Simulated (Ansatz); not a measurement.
# A hypothetical structure for NaTaO2, part 2 of 2

Starting from a made-up structure for NaTaO2, the aim is the relaxed cell, its shortest contacts and, where a second run follows, its electronic structure.

Ansatz 0.2.0; DFT, PBE, plane-wave PAW, files of the set soft_1, scalar-relativistic, no spin, cell and ions relaxed at zero pressure; PAW set soft_1 (the session's first sound run).

So far: Set-up; Relaxing cell and atoms. The relaxed cell has a = 2.937, c = 17.939 Å (conventional setting).

**3. Electronic structure of the relaxed cell**

A second self-consistent run takes a narrower smearing and the mesh shown in its input; the bands follow along the standard path of the relaxed lattice.

This step: DFT, PBE, plane-wave PAW, files of the set soft_1, scalar-relativistic, no spin, bands and density of states at the relaxed cell; PAW set soft_1 (Ansatz 0.2.0).

File input.yaml:

```yaml
crystal:
  lattice:
    - [1.4682739866, 0.8477083812, 5.9796048919]
    - [-1.4682739866, 0.8477083812, 5.9796048919]
    - [0.0, -1.695416763, 5.9796048918]
  atoms:
    - { symbol: Ta, position: [0.0, 0.0, 0.0] }
    - { symbol: Na, position: [0.5, 0.5, 0.5] }
    - { symbol: O, position: [0.7435382149, 0.7435382149, 0.7435382149] }
    - { symbol: O, position: [0.2564617851, 0.2564617851, 0.2564617851] }
kpoints:
  mp_grid: { grid: [12, 12, 12] }
  band_path:
    path:
      - [[0.0, 0.0, 0.0], [0.5, 0.0, 0.0], [0.5, 0.18006518, -0.18006518]]
      - [[0.81993482, 0.5, 0.18006518], [0.5, 0.5, 0.5], [0.0, 0.0, 0.0], [0.34003259, 0.0, -0.34003259]]
      - [[0.65996741, 0.34003259, 0.0], [0.5, 0.5, 0.0], [0.65996741, 0.65996741, 0.18006518], [0.5, 0.5, 0.5]]
      - [[0.5, 0.0, 0.0], [0.81993482, 0.34003259, 0.34003259]]
    npoints: 8
scf:
  occupations: { method: fermi_dirac, width: 0.03 }
  n_extra_bands: 8
hamiltonian:
  xc: pbe
  pseudopotentials: { kind: paw, azcp: { folder: soft_1 } }
output:
  forces: true
  stress: true
  write_bands: true
  dos: { projected: true }
  write_density: true
  write_potential: true
  elf: true
  volumetric_format: npy
```

On the command line:

```console
$ ansatz run input.yaml --threads 4 --pin off --max-ram 8192MiB --backend cpu --events-out ev --progress --plain --runs-dir out
```

Numbers of over 12 decimals in the logs are rounded to 6 here.

Output:

```text
[...]
Crystal: 4 atoms, lattice volume = 44.656 Å³
Basis set: ecut = 420 eV, 871 PW (Γ), FFT grids on a1−a2, a2, −a2+a3, exchange–correlation on 40×90×40 points (8 copies of the dense FFT grid, shifted against one another)
Bands: 25, of which v1, the nominal top of the filled ones, is band 17 counted from 1 (16 counted from 0)
Symmetry: 12 space group operations
[...]
k-points: 189 of 1728
[...]
SCF iter   1: F=—  HF=-12557.980570 eV  |F-HF|=—  |Δ(HF+E_count)|=         —  Δρ=8.50e-2  dr2=2.19e0  ethr=3.10e-3  ⟨swp⟩=6.0  Hψ=19320  notcnv=0
[...]
SCF iter   9: F=-12557.469822 eV  HF=-12557.469822 eV  |F-HF|=4.13e-9  |Δ(HF+E_count)|=   8.43e-8  Δρ=6.36e-6  dr2=4.39e-8  ethr=2.94e-10  ⟨swp⟩=14.0  Hψ=30107  notcnv=0
SCF 1 converged in 9 iterations: F = -12557.469822 eV  dr2 = 4.39e-8
[...]
NSCF: frozen V_eff on 76 k-points
SCF converged after 9 iterations
Free energy (F): -12557.469822 eV
[...]
Internal energy: -12557.465303 eV  (E = F + TS)
E sigma→0 (E₀):  -12557.467562 eV
Entropy (-TS):   -0.004520 eV (-1.130 meV/atom)
Fermi energy:    13.486484 eV
[...]
--- Forces (eV/Å), atoms counted from 1 ---
  atom   1  Ta    -0.00000000     0.00000000    -0.00000000
  atom   2  Na    -0.00000000     0.00000000     0.00000000
  atom   3  O      0.00000000    -0.00000000     0.04465236
  atom   4  O     -0.00000000     0.00000000    -0.04465236
  max |Σ_I F_I| component: 4.85e-29 eV/Å
--- Stress (GPa, compression-positive) ---
       -0.077615       0.000000       0.000000
        0.000000      -0.077615      -0.000000
        0.000000      -0.000000       0.459307
  P = ⅓ Tr σ = 0.1014 GPa (1.014 kbar)
--- Band table (eV; the first three rows and the last of 189) ---
  k-point 0: bands = [... 13 lower, 8.7803, 9.8705, 9.8705, 12.4754, 14.0729, 14.0729, 15.1921, 17.5658, ... 4 higher]
  k-point 1: bands = [... 13 lower, 8.9921, 9.4220, 9.7637, 12.6139, 13.8846, 14.2523, 15.5459, 17.3748, ... 4 higher]
  k-point 2: bands = [... 13 lower, 8.4148, 9.1266, 9.5323, 12.7632, 13.7012, 14.7596, 16.1794, 17.5097, ... 4 higher]
  k-point 188: bands = [... 13 lower, 8.0939, 9.8171, 9.8171, 13.2408, 14.0901, 14.0901, 16.1730, 17.3005, ... 4 higher]
```

Wall time 4.8 s (4 threads of Arm Neoverse V1, shared host); peak memory 0.47 GiB; 18 s of CPU time.

The column dr2 measures how far the density is from self-consistency, as an energy; F and HF (Harris–Foulkes) agree once it is small.

Numbers from this step:

```
free energy             : -12557.4698 eV
energy at zero smearing : -12557.4676 eV
smearing term TS        : 0.004520 eV
Fermi energy            : 13.49 eV
pressure                : 0.1014 GPa
```

bands.tsv at the labelled points (eV, zero at the Fermi level; the bands that come nearest the Fermi level along the path):

```tsv
point	band 14	band 15	band 16	band 17	band 18	band 19	band 20	band 21
Γ	-4.71	-3.62	-3.62	-1.01	0.59	0.59	1.71	4.08
L	-5.60	-4.98	-4.18	-1.98	3.88	4.18	4.32	5.37
B1	-5.89	-5.66	-5.10	0.67	1.03	2.55	5.04	5.14
B	-5.89	-5.66	-5.10	0.67	1.03	2.55	5.04	5.14
Z	-5.39	-3.67	-3.67	-0.25	0.60	0.60	2.69	3.81
Γ	-4.71	-3.62	-3.62	-1.01	0.59	0.59	1.71	4.08
X	-5.79	-5.75	-5.12	0.75	1.01	2.48	5.08	5.10
Q	-5.79	-5.75	-5.12	0.75	1.01	2.48	5.08	5.10
F	-5.61	-4.92	-4.18	-2.18	3.90	4.19	4.88	5.07
P1	-5.60	-4.93	-4.18	-2.14	3.81	4.17	4.59	5.37
Z	-5.39	-3.67	-3.67	-0.25	0.60	0.60	2.69	3.81
L	-5.60	-4.98	-4.18	-1.98	3.88	4.18	4.32	5.37
P	-5.60	-4.93	-4.18	-2.14	3.81	4.17	4.59	5.37
```

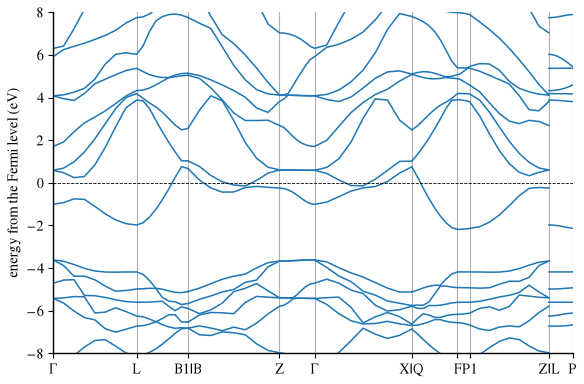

Bands along the path. 10 bands lie wholly below the window drawn.

States per cell as run, both spins, in windows of 1 eV, from dos.tsv (zero at the Fermi level):

```csv
from,to,total
-8,-7,1.79
-7,-6,3.27
-6,-5,3.45
-5,-4,3.09
-4,-3,0.21
-3,-2,0.02
-2,-1,0.78
-1,0,1.12
0,1,1.08
1,2,0.89
2,3,0.99
3,4,2.20
4,5,2.66
5,6,1.46
```

A further 20.2 states lie below the table's range.

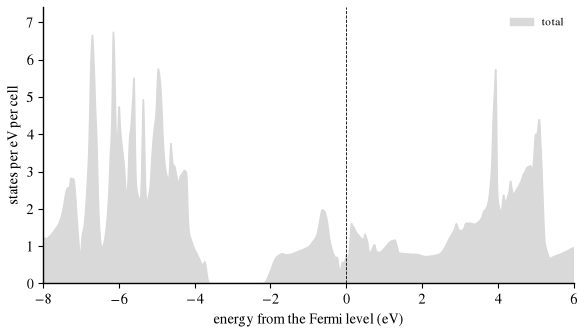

Total density of states, smoothed over about 0.04 eV.

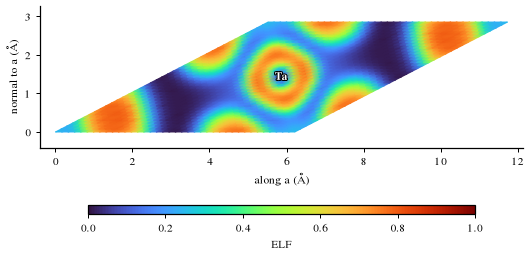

ELF in the ac plane of the cell as run, not the conventional one, at fractional y = 0.000, with atoms of Ta within 0.2 Å of it. It is the smooth field of the valence electrons, not physical close to the nuclei. The map starts off the cell's origin, so that atoms lie inside it.

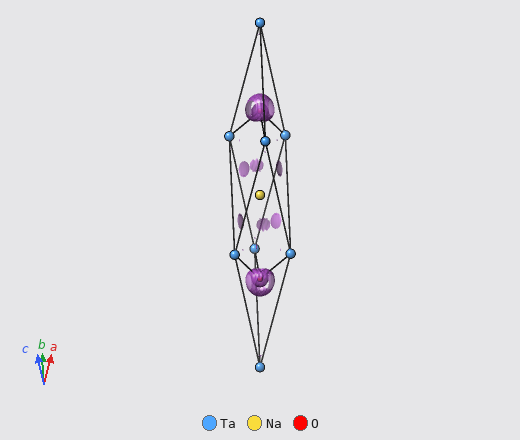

Surface of ELF = 0.77. Drawn on the cell as run, not the conventional one. Bonds to atoms that aren't drawn are left out.

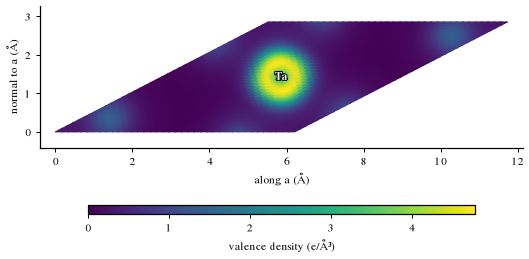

Valence density in the ac plane of the cell as run, not the conventional one, at fractional y = 0.000, with atoms of Ta within 0.2 Å of it. It is the smooth field of the valence electrons, not physical close to the nuclei. The map starts off the cell's origin, so that atoms lie inside it.

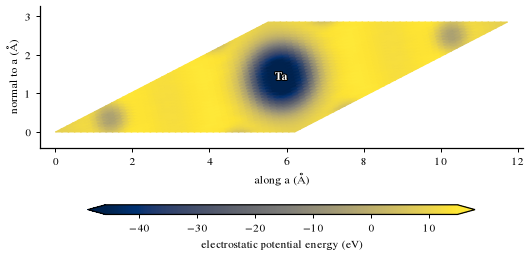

Electrostatic potential energy in the ac plane of the cell as run, not the conventional one, at fractional y = 0.000, with atoms of Ta within 0.2 Å of it. With pseudopotentials it is smooth inside the atoms' cores, unlike the true potential. The map starts off the cell's origin, so that atoms lie inside it.

**4. What came out**

| Property | Result |
| --- | --- |
| space group, relaxed | R-3m |
| conventional cell | a = 2.937, b = 2.937, c = 17.939 Å; α = 90.0°, β = 90.0°, γ = 120.0° |
| volume per atom | 11.16 Å³ (guess 10.86) |

What this shows: NaTaO2 relaxes to R-3m with a = 2.937, b = 2.937 and c = 17.939 Å. The guessed volume was 3 % too small. The space group R-3m was held in the relaxation, so the end point is a stationary structure within it and may be a saddle against distortions or other arrangements. Bands cross the Fermi level, so it is a metal or semimetal at this level. On the 12×12×12 mesh with the narrower smearing (relaxed on 10×10×10) the largest force component is 0.045 eV/Å and the largest stress component is 0.459 GPa, against the relaxation's thresholds of 0.015 eV/Å and 0.05 GPa. The cutoff wasn't tested. A vector of the cell changed its length by 11 %, more than the volume shows. Spin-orbit coupling is left out, which can matter for elements this heavy. No dispersion term is used, so weakly bound directions may come out too long. The runs have no spin, and magnetism wasn't tested. Nothing here tests whether the compound is stable against decomposition.

[Logs are printed without paths, hosts, clocks, repeated set-up lines and the standing remarks that a program may print on its own settings, such as how far it seeks lower states.]

[Hosts, paths, dates, database ids (printed as entryN), source tags and the programs' standing remarks are cut or masked in the printed files.]
